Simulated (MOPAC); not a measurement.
# SnNH3Cl2: geometry relaxation (part 2 of 2)

SnNH3Cl2, SMILES [NH2][SnH]([Cl])[Cl]; AM1, closed shell (MOPAC 23.2.5). The atoms were displaced at random from an optimised geometry.

Geometry of the input (Å):
```
N  -0.7121  1.0835  0.1312
Sn 0.3984  -0.5603  -0.0868
Cl 0.7302  -1.3695  2.0248
Cl -0.9652  -2.0058  -1.2815
H  -0.2852  1.8189  0.7136
H  -1.0344  1.4791  -0.7290
H  1.9057  -0.5246  -0.8767
```

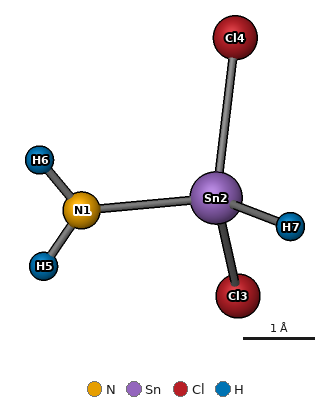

**Figure 1.** The geometry at step 22 of the log (ball-and-stick view, seen at a tilt; atoms are numbered from 1 in the order of the input).

Trajectory as extended XYZ, continued
```
7
Properties=species:S:1:pos:R:3:forces:R:3 step=8 energy=-2.40511
N    -0.5522    1.1712    0.0563    0.0691  -0.1381   0.1752
Sn    0.3886   -0.5535   -0.1060    0.1430   0.0241  -0.0367
Cl    0.7533   -1.3872    2.1200   -0.1031   0.0536  -0.0692
Cl   -0.9973   -2.0747   -1.3410   -0.0452   0.0757   0.0855
H    -0.4756    1.7806    0.8284   -0.0433  -0.0382  -0.0621
H    -1.2226    1.5237   -0.5678   -0.0997   0.0440  -0.0562
H     1.8469   -0.4188   -0.8772    0.0793  -0.0210  -0.0364
7
Properties=species:S:1:pos:R:3:forces:R:3 step=9 energy=-2.41285
N    -0.5465    1.1657    0.0591   -0.1132  -0.0376   0.1619
Sn    0.4039   -0.5446   -0.1138    0.1626  -0.1210  -0.1085
Cl    0.7298   -1.3901    2.1096   -0.0621   0.0573  -0.0421
Cl   -0.9998   -2.0773   -1.3196   -0.0281   0.0914   0.0742
H    -0.4945    1.7554    0.8480   -0.0095  -0.0005  -0.0579
H    -1.2432    1.5046   -0.5475   -0.0094   0.0238  -0.0270
H     1.8540   -0.4168   -0.9073    0.0598  -0.0134  -0.0005
7
Properties=species:S:1:pos:R:3:forces:R:3 step=10 energy=-2.41942
N    -0.5527    1.1565    0.0724    0.0485  -0.2184   0.0683
Sn    0.4245   -0.5391   -0.1289    0.0618  -0.0908  -0.0238
Cl    0.6997   -1.3896    2.0978   -0.0074   0.0562  -0.0300
Cl   -1.0009   -2.0734   -1.2902   -0.0476   0.0515   0.0095
H    -0.5081    1.7300    0.8699   -0.0444   0.0945   0.0131
H    -1.2576    1.4800   -0.5292   -0.0852   0.1038  -0.0425
H     1.8659   -0.4186   -0.9380    0.0742   0.0031   0.0053
7
Properties=species:S:1:pos:R:3:forces:R:3 step=12 energy=-2.42317
N    -0.5598    1.1399    0.0851   -0.0144  -0.0122  -0.0198
Sn    0.4353   -0.5426   -0.1354    0.0069  -0.0134   0.0019
Cl    0.6869   -1.3792    2.0911    0.0260   0.0226   0.0233
Cl   -1.0032   -2.0652   -1.2811   -0.0639   0.0088  -0.0323
H    -0.5139    1.7253    0.8755   -0.0069  -0.0020   0.0192
H    -1.2626    1.4754   -0.5175   -0.0070  -0.0085  -0.0033
H     1.8769   -0.4195   -0.9466    0.0593   0.0048   0.0110
7
Properties=species:S:1:pos:R:3:forces:R:3 step=13 energy=-2.42378
N    -0.5622    1.1364    0.0873   -0.0094   0.0374  -0.0164
Sn    0.4361   -0.5449   -0.1355   -0.0086   0.0087   0.0100
Cl    0.6887   -1.3750    2.0937    0.0250   0.0175   0.0180
Cl   -1.0057   -2.0633   -1.2854   -0.0536   0.0118  -0.0263
H    -0.5137    1.7263    0.8755   -0.0066  -0.0441  -0.0083
H    -1.2619    1.4762   -0.5175    0.0060  -0.0322   0.0102
H     1.8803   -0.4193   -0.9437    0.0473   0.0009   0.0129
7
Properties=species:S:1:pos:R:3:forces:R:3 step=14 energy=-2.42451
N    -0.5648    1.1323    0.0891    0.0087   0.0563  -0.0120
Sn    0.4376   -0.5476   -0.1355   -0.0266   0.0236   0.0107
Cl    0.6916   -1.3693    2.0983    0.0222   0.0136   0.0044
Cl   -1.0104   -2.0610   -1.2922   -0.0299   0.0258  -0.0100
H    -0.5148    1.7243    0.8765   -0.0073  -0.0689  -0.0239
H    -1.2626    1.4747   -0.5166    0.0066  -0.0443   0.0127
H     1.8861   -0.4187   -0.9393    0.0264  -0.0060   0.0181
7
Properties=species:S:1:pos:R:3:forces:R:3 step=15 energy=-2.42533
N    -0.5668    1.1276    0.0900    0.0237   0.0454  -0.0023
Sn    0.4401   -0.5505   -0.1357   -0.0394   0.0303   0.0046
Cl    0.6944   -1.3624    2.1035    0.0186   0.0094  -0.0104
Cl   -1.0168   -2.0576   -1.2995    0.0003   0.0436   0.0098
H    -0.5185    1.7171    0.8796   -0.0083  -0.0714  -0.0326
H    -1.2659    1.4692   -0.5143    0.0025  -0.0419   0.0084
H     1.8941   -0.4178   -0.9331    0.0026  -0.0154   0.0226
7
Properties=species:S:1:pos:R:3:forces:R:3 step=17 energy=-2.42684
N    -0.5687    1.1164    0.0875    0.0171  -0.0068   0.0093
Sn    0.4448   -0.5555   -0.1362   -0.0110   0.0112  -0.0063
Cl    0.6985   -1.3499    2.1094    0.0119  -0.0035  -0.0132
Cl   -1.0274   -2.0463   -1.3081    0.0298   0.0477   0.0208
H    -0.5294    1.6922    0.8864   -0.0124  -0.0125  -0.0130
H    -1.2768    1.4495   -0.5095   -0.0137  -0.0066  -0.0102
H     1.9109   -0.4190   -0.9138   -0.0217  -0.0295   0.0125
7
Properties=species:S:1:pos:R:3:forces:R:3 step=18 energy=-2.42718
N    -0.5692    1.1129    0.0857    0.0024  -0.0142   0.0052
Sn    0.4454   -0.5565   -0.1364    0.0138   0.0028  -0.0006
Cl    0.6990   -1.3480    2.1088    0.0108  -0.0084  -0.0020
Cl   -1.0282   -2.0414   -1.3073    0.0176   0.0302   0.0072
H    -0.5326    1.6846    0.8870   -0.0150   0.0136   0.0002
H    -1.2801    1.4430   -0.5095   -0.0149   0.0048  -0.0117
H     1.9143   -0.4216   -0.9072   -0.0147  -0.0288   0.0015
7
Properties=species:S:1:pos:R:3:forces:R:3 step=19 energy=-2.42733
N    -0.5698    1.1115    0.0846   -0.0061  -0.0080   0.0014
Sn    0.4453   -0.5568   -0.1363    0.0249   0.0021   0.0066
Cl    0.6994   -1.3479    2.1080    0.0105  -0.0102   0.0056
Cl   -1.0276   -2.0387   -1.3061    0.0044   0.0157  -0.0042
H    -0.5339    1.6825    0.8862   -0.0163   0.0206   0.0037
H    -1.2813    1.4406   -0.5106   -0.0111   0.0054  -0.0080
H     1.9147   -0.4244   -0.9046   -0.0061  -0.0256  -0.0050
7
Properties=species:S:1:pos:R:3:forces:R:3 step=21 energy=-2.42773
N    -0.5735    1.1084    0.0810   -0.0135   0.0188  -0.0018
Sn    0.4451   -0.5580   -0.1346    0.0283   0.0054   0.0161
Cl    0.7029   -1.3481    2.1087    0.0073  -0.0094   0.0131
Cl   -1.0270   -2.0314   -1.3063   -0.0193  -0.0102  -0.0201
H    -0.5391    1.6821    0.8809   -0.0169   0.0161   0.0006
H    -1.2846    1.4361   -0.5163    0.0052  -0.0084   0.0039
H     1.9147   -0.4371   -0.9012    0.0090  -0.0124  -0.0118
7
Properties=species:S:1:pos:R:3:forces:R:3 step=22 energy=-2.42800
N    -0.5770    1.1063    0.0782   -0.0070   0.0255  -0.0006
Sn    0.4456   -0.5590   -0.1327    0.0164   0.0060   0.0130
Cl    0.7068   -1.3478    2.1112    0.0036  -0.0059   0.0093
Cl   -1.0283   -2.0260   -1.3091   -0.0228  -0.0159  -0.0186
H    -0.5449    1.6827    0.8764   -0.0150   0.0104  -0.0016
H    -1.2880    1.4316   -0.5210    0.0138  -0.0182   0.0079
H     1.9155   -0.4484   -0.9003    0.0110  -0.0021  -0.0095
7
Properties=species:S:1:pos:R:3:forces:R:3 step=23 energy=-2.42819
N    -0.5804    1.1048    0.0758    0.0063   0.0143   0.0059
Sn    0.4471   -0.5600   -0.1306   -0.0071   0.0035   0.0013
Cl    0.7111   -1.3469    2.1152   -0.0005  -0.0001  -0.0030
Cl   -1.0314   -2.0213   -1.3140   -0.0110  -0.0066  -0.0040
H    -0.5529    1.6836    0.8726   -0.0099   0.0041  -0.0053
H    -1.2925    1.4250   -0.5250    0.0179  -0.0225   0.0060
H     1.9172   -0.4602   -0.9010    0.0043   0.0073  -0.0008
7
Properties=species:S:1:pos:R:3:forces:R:3 step=24 energy=-2.42825
N    -0.5797    1.1053    0.0764    0.0093   0.0032   0.0050
Sn    0.4474   -0.5598   -0.1308   -0.0075   0.0009  -0.0013
Cl    0.7107   -1.3467    2.1153   -0.0001  -0.0004  -0.0043
Cl   -1.0319   -2.0223   -1.3143   -0.0053  -0.0004   0.0003
H    -0.5531    1.6839    0.8732   -0.0084   0.0075  -0.0012
H    -1.2922    1.4241   -0.5243    0.0111  -0.0165   0.0007
H     1.9174   -0.4589   -0.9016    0.0010   0.0057   0.0008
7
Properties=species:S:1:pos:R:3:forces:R:3 step=26 energy=-2.42833
N    -0.5783    1.1059    0.0778    0.0069  -0.0124   0.0019
Sn    0.4477   -0.5596   -0.1308   -0.0009  -0.0045  -0.0030
Cl    0.7103   -1.3463    2.1151    0.0007  -0.0028  -0.0025
Cl   -1.0328   -2.0231   -1.3149    0.0021   0.0087   0.0064
H    -0.5556    1.6861    0.8733   -0.0030   0.0082   0.0020
H    -1.2918    1.4190   -0.5242   -0.0017  -0.0009  -0.0070
H     1.9180   -0.4579   -0.9021   -0.0042   0.0036   0.0022
7
Properties=species:S:1:pos:R:3:forces:R:3 step=27 energy=-2.42836
N    -0.5784    1.1050    0.0778   -0.0017  -0.0042  -0.0022
Sn    0.4477   -0.5599   -0.1302    0.0082  -0.0046   0.0024
Cl    0.7113   -1.3463    2.1149    0.0004  -0.0053   0.0030
Cl   -1.0330   -2.0211   -1.3152   -0.0024   0.0046   0.0034
H    -0.5589    1.6890    0.8707    0.0010  -0.0001  -0.0021
H    -1.2918    1.4135   -0.5270   -0.0033   0.0044  -0.0043
H     1.9181   -0.4600   -0.9009   -0.0022   0.0052  -0.0001
7
Properties=species:S:1:pos:R:3:forces:R:3 step=28 energy=-2.42837
N    -0.5787    1.1049    0.0774   -0.0005  -0.0025  -0.0024
Sn    0.4476   -0.5600   -0.1301    0.0071  -0.0039   0.0024
Cl    0.7114   -1.3464    2.1150    0.0002  -0.0049   0.0026
Cl   -1.0330   -2.0208   -1.3151   -0.0035   0.0030   0.0025
H    -0.5586    1.6888    0.8703    0.0004   0.0006  -0.0008
H    -1.2918    1.4140   -0.5273   -0.0027   0.0025  -0.0040
H     1.9180   -0.4600   -0.9008   -0.0011   0.0053  -0.0003
7
Properties=species:S:1:pos:R:3:forces:R:3 step=30 energy=-2.42841
N    -0.5800    1.1040    0.0753   -0.0001   0.0068  -0.0009
Sn    0.4479   -0.5600   -0.1294    0.0017   0.0000   0.0023
Cl    0.7122   -1.3479    2.1153    0.0001  -0.0034   0.0010
Cl   -1.0332   -2.0191   -1.3144   -0.0059  -0.0029  -0.0004
H    -0.5594    1.6893    0.8673   -0.0019  -0.0005  -0.0017
H    -1.2922    1.4137   -0.5304    0.0023  -0.0038   0.0005
H     1.9175   -0.4579   -0.9004    0.0038   0.0037  -0.0008
7
Properties=species:S:1:pos:R:3:forces:R:3 step=31 energy=-2.42843
N    -0.5808    1.1036    0.0722   -0.0034   0.0015  -0.0005
Sn    0.4492   -0.5596   -0.1280   -0.0029   0.0012  -0.0020
Cl    0.7132   -1.3512    2.1158    0.0008  -0.0015  -0.0022
Cl   -1.0351   -2.0167   -1.3133    0.0003  -0.0017   0.0024
H    -0.5648    1.6931    0.8611    0.0000  -0.0005  -0.0016
H    -1.2929    1.4064   -0.5370   -0.0004   0.0029   0.0022
H     1.9176   -0.4522   -0.9007    0.0057  -0.0019   0.0017
7
Properties=species:S:1:pos:R:3:forces:R:3 step=32 energy=-2.42844
N    -0.5804    1.1039    0.0732   -0.0006   0.0005  -0.0006
Sn    0.4488   -0.5596   -0.1285   -0.0014   0.0003  -0.0013
Cl    0.7127   -1.3504    2.1155    0.0007  -0.0019  -0.0013
Cl   -1.0345   -2.0177   -1.3134   -0.0011  -0.0015   0.0016
H    -0.5628    1.6918    0.8631   -0.0005   0.0013   0.0007
H    -1.2926    1.4092   -0.5348   -0.0016   0.0018  -0.0002
H     1.9176   -0.4534   -0.9006    0.0046  -0.0006   0.0011
7
Properties=species:S:1:pos:R:3:forces:R:3 step=33 energy=-2.42844
N    -0.5803    1.1041    0.0734   -0.0003   0.0008   0.0002
Sn    0.4487   -0.5596   -0.1287   -0.0012   0.0004  -0.0010
Cl    0.7124   -1.3503    2.1153    0.0007  -0.0018  -0.0011
Cl   -1.0343   -2.0182   -1.3132   -0.0013  -0.0012   0.0013
H    -0.5621    1.6914    0.8638   -0.0010   0.0014   0.0000
H    -1.2925    1.4102   -0.5341   -0.0009   0.0008  -0.0003
H     1.9177   -0.4534   -0.9005    0.0039  -0.0003   0.0009
7
Properties=species:S:1:pos:R:3:forces:R:3 step=35 energy=-2.42844
N    -0.5809    1.1056    0.0714    0.0005  -0.0008   0.0012
Sn    0.4491   -0.5582   -0.1286    0.0007  -0.0001   0.0005
Cl    0.7122   -1.3537    2.1138   -0.0004   0.0010   0.0005
Cl   -1.0344   -2.0189   -1.3105    0.0009   0.0013  -0.0009
H    -0.5634    1.6938    0.8612    0.0003  -0.0001  -0.0008
H    -1.2930    1.4108   -0.5367    0.0009  -0.0015   0.0000
H     1.9205   -0.4514   -0.8965   -0.0028   0.0001  -0.0005
7
Properties=species:S:1:pos:R:3:forces:R:3 step=36 energy=-2.42845
N    -0.5808    1.1049    0.0720    0.0000   0.0000   0.0003
Sn    0.4490   -0.5587   -0.1285    0.0000   0.0001   0.0000
Cl    0.7124   -1.3525    2.1144    0.0000   0.0000   0.0000
Cl   -1.0344   -2.0184   -1.3115    0.0001   0.0002  -0.0001
H    -0.5633    1.6931    0.8618    0.0000   0.0002  -0.0003
H    -1.2929    1.4101   -0.5361    0.0001  -0.0004   0.0001
H     1.9195   -0.4522   -0.8979   -0.0001   0.0000   0.0000
```

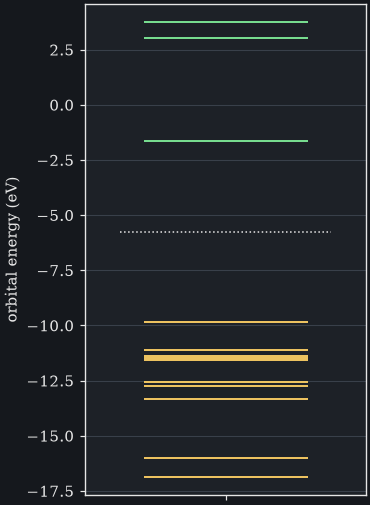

**Figure 2.** Orbital energies near the frontier; the dotted line parts filled from empty levels, and levels within 0.02 eV of each other stand side by side. Highest filled −9.85 eV, lowest empty −1.66 eV, 8.19 eV apart.

Key numbers

```json
{"quantity": "outcome", "value": "converged"}
{"quantity": "total energy", "value": "−39.094588 hartree"}
{"quantity": "dispersion energy", "value": "0.000000 hartree"}
{"quantity": "heat of formation", "value": "−56.00 kcal/mol"}
{"quantity": "basis functions", "value": "19"}
{"quantity": "largest force", "value": "0.000 eV/Å"}
{"quantity": "HOMO", "value": "−9.85 eV"}
{"quantity": "LUMO", "value": "−1.66 eV"}
{"quantity": "dipole moment", "value": "4.29 D"}
{"quantity": "peak memory", "value": "0.071 GiB"}
```

Notes

MOPAC's energies along a path are heats of formation.
